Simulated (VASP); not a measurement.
# A VASP study of Sn (r2SCAN): structure first, properties next, part 2 of 2

How well does r2SCAN reproduce what experiment finds for Sn? The cell is relaxed first, and properties follow on it. The start is a cell from a database of measured crystal structures.

VASP 6.6.1; r2SCAN; plane waves and PAW (Sn_d).

Still holding for the runs below: The k-mesh is coarse for a metal.

So far. Step 11 (Volume scan with r2SCAN (run 4)): The pressure falls from 1.16 to 0.00 GPa. Step 11 (Volume scan with r2SCAN (run 4)): The run ends at a pressure of 0.00 GPa.

The database entry behind the starting cell differs from later determinations by our own check (about 0.15 % long, nanocrystals), so it need not match the best structure at ambient conditions.

### Step 12. Volume scan with r2SCAN (run 5)

Input file INCAR:

```
SYSTEM = Sn
PREC = Accurate
ENCUT = 400
EDIFF = 1E-06
NELM = 100
ISMEAR = 1
SIGMA = 0.2
LREAL = .FALSE.
ALGO = Normal
METAGGA = R2SCAN
LASPH = .TRUE.
NBANDS = 20
LORBIT = 11
LWAVE = .FALSE.
LCHARG = .FALSE.
KPAR = 2
ISIF = 2
```

Input file POSCAR:

```
Sn
1.0
   -2.9238081942      2.9238081942      1.6492526829
    2.9238081942     -2.9238081942      1.6492526829
    2.9238081942      2.9238081942     -1.6492526829
Sn
2
Direct
    0.0000000000      0.0000000000      0.0000000000
    0.7500000000      0.2500000000      0.5000000000
```

Input file KPOINTS:

```
Automatic mesh
0
Gamma
8 8 8
0 0 0
```

The projector-augmented-wave data sets are Sn_d (PBE family, release 64).

Command:

```bash
$ mpirun -np 2 vasp_std
```

Elapsed: 52 s, on 2 MPI ranks of Intel Xeon 6975P-C (Granite Rapids), shared host; peak memory 0.34 GiB.

The pressure falls from 0.00 to -1.03 GPa.

The run ends at a pressure of -1.03 GPa.

### Step 13. Volume scan with r2SCAN (run 6)

INCAR is that of step 12.

Input file POSCAR:

```
Sn
1.0
   -2.9427944937      2.9427944937      1.6599624160
    2.9427944937     -2.9427944937      1.6599624160
    2.9427944937      2.9427944937     -1.6599624160
Sn
2
Direct
    0.0000000000      0.0000000000      0.0000000000
    0.7500000000      0.2500000000      0.5000000000
```

KPOINTS is that of step 12.

Command:

```bash
$ mpirun -np 2 vasp_std
```

It took 53 s on 2 MPI ranks; peak memory 0.34 GiB; 1.7 min of CPU time.

The pressure falls from -1.03 to -1.95 GPa.

The run ends at a pressure of -1.95 GPa.

### Step 14. Volume scan with r2SCAN (run 7)

A prediction first. A parabola through the 6 pressures of evenly scaled cells so far, P = -0.01 -53.3 t +96 t² GPa with t = ln(V/V₁) and V₁ the volume at scale 1, gives -2.79 GPa at t = +0.0583.

INCAR is that of step 13.

Input file POSCAR:

```
Sn
1.0
   -2.9615389131      2.9615389131      1.6705357101
    2.9615389131     -2.9615389131      1.6705357101
    2.9615389131      2.9615389131     -1.6705357101
Sn
2
Direct
    0.0000000000      0.0000000000      0.0000000000
    0.7500000000      0.2500000000      0.5000000000
```

KPOINTS is that of step 13.

Command:

```bash
$ mpirun -np 2 vasp_std
```

It took 66 s on 2 MPI ranks; peak memory 0.35 GiB.

The pressure falls from -1.95 to -2.76 GPa. The parabola predicted -2.79 GPa, -0.02 GPa off.

### Step 15. The series together

Times are for 2 MPI ranks of Intel Xeon 6975P-C (Granite Rapids), shared host. Results by setting:

| no. | volume scale | energy above the lowest point (meV/atom) | pressure (GPa) | time | memory (GiB) |
| --- | --- | --- | --- | --- | --- |
| 1 | 0.94 | 20.42 | 3.692 | 37 s | 0.33 |
| 2 | 0.96 | 9.08 | 2.249 | 39 s | 0.33 |
| 3 | 0.98 | 2.4 | 1.162 | 55 s | 0.33 |
| 4 | 1 | 0 | 0.001271 | 56 s | 0.34 |
| 5 | 1.02 | 1.42 | -1.034 | 52 s | 0.34 |
| 6 | 1.04 | 6.22 | -1.952 | 53 s | 0.34 |
| 7 | 1.06 | 14.07 | -2.765 | 66 s | 0.35 |

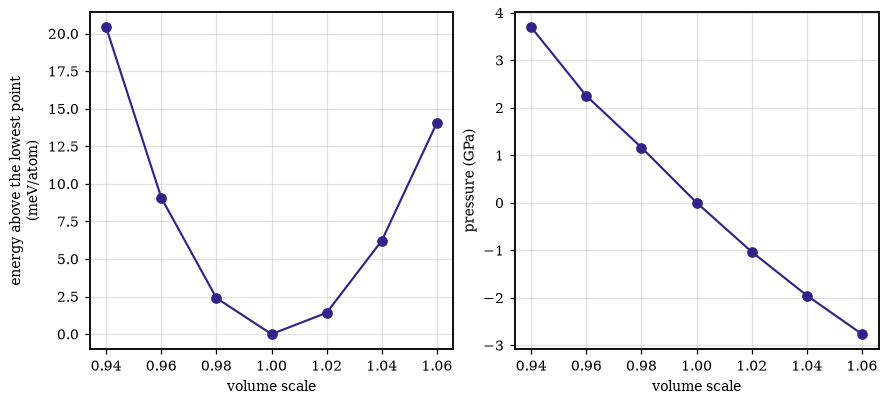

The series as plots.

### Step 16. Fit for r2SCAN

This step: Birch-Murnaghan fit, r2SCAN; plane waves and PAW (VASP 6.6.1).

This step runs nothing: it gathers the runs above.

This step gave:

| Property | Result |
| --- | --- |
| pressure derivative of the bulk modulus | 4.453 |
| r.m.s. error of the fit | 1.31e-5 eV/atom |
| minimum inside the sampled range | yes |
| bulk modulus | 54.46 GPa |
| equilibrium volume of the fit | 27.71 Å³/atom |

The energy above the fitted minimum by volume:

| volume (Å³/atom) | energy above the fitted minimum (eV/atom) |
| --- | --- |
| 25.99 | 0.0204 |
| 26.54 | 0.00910 |
| 27.09 | 0.00241 |
| 27.64 | 1.5e-5 |
| 28.20 | 0.00143 |
| 28.75 | 0.00623 |
| 29.30 | 0.0141 |

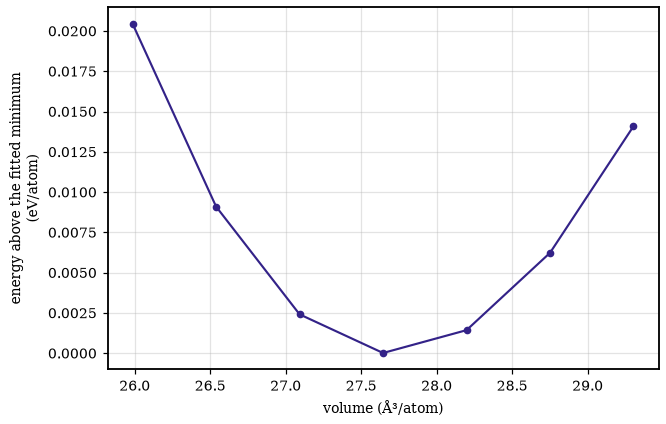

Energy above the fitted minimum against volume.

The fitted volume lies +0.23 % from the relaxed one. At a finite cutoff and mesh the minimum of the energy and the zero of the stress don't quite coincide, and the relaxation stops at a threshold.

### Step 17. Summary of results

| Quantity | Value |
| --- | --- |
| relaxed volume | 27.64 Å³/atom |
| relaxed conventional cell a, b, c | 5.809, 5.809, 3.277 Å |
| space group after relaxing, within 0.02 Å | I4_1/amd (No. 141) |
| band gap | none, a metal |
| DOS at the Fermi level | 0.874 states/eV/cell |
| highest zone-centre mode | 134 cm⁻¹ |
| bulk modulus from the fit | 54.5 GPa |
| volume from the fit | 27.7 Å³/atom |

**Reading.** With r2SCAN, Sn relaxes to 27.64 Å³/atom in space group I4_1/amd (held by the symmetry of the run), comes out as a metal and has a bulk modulus of 54.5 GPa at fixed shape and positions, an upper bound. Against the listed cell the volume lies +1.7 % (a -0.5 %, c +2.8 %). Band structure (r2SCAN): Of the bands kept, 4 cross the Fermi level on this path. Vibrations at Γ (r2SCAN): The highest mode in this list at Γ lies at 133.7 cm⁻¹. Spin-orbit coupling is left out, and with elements this heavy it would split and shift bands near the Fermi level. The k-sampling is coarse for a metal, so the Fermi level, pressures and the shape of the cell carry errors. Modes at Γ alone can't show that the crystal is stable at other wave vectors. No search among competing phases was made. All values are for a static lattice at zero temperature.

Calculation against experiment:

```
              quantity  measured          r2SCAN
lattice constant c (Å)     3.182  3.277 (+3.0 %)
```

Measured values from arxiv:1310.3080 (2013).

Verdict: The lattice constant c is off by +3.0 %: a clear miss. The grades are ours: good and fair within 0.8 and 2 % for the lattice constant c. Zero-point motion and thermal expansion are not in the computed lattice constants. As a rule both would widen the computed cell, so the excess over experiment is if anything larger than shown.

[Lines on the potential files, build, host, timing and source positions are cut from VASP's logs without a mark.]

[Logs are printed without paths, hosts, clocks, repeated set-up lines and the standing remarks that a program may print on its own settings, such as how far it seeks lower states.]

[Hosts, paths, dates, database ids (printed as entryN), source tags and the programs' standing remarks are cut or masked in the printed files.]

[A measured line is paired with the nearest computed mode of its activity, which favours agreement.]
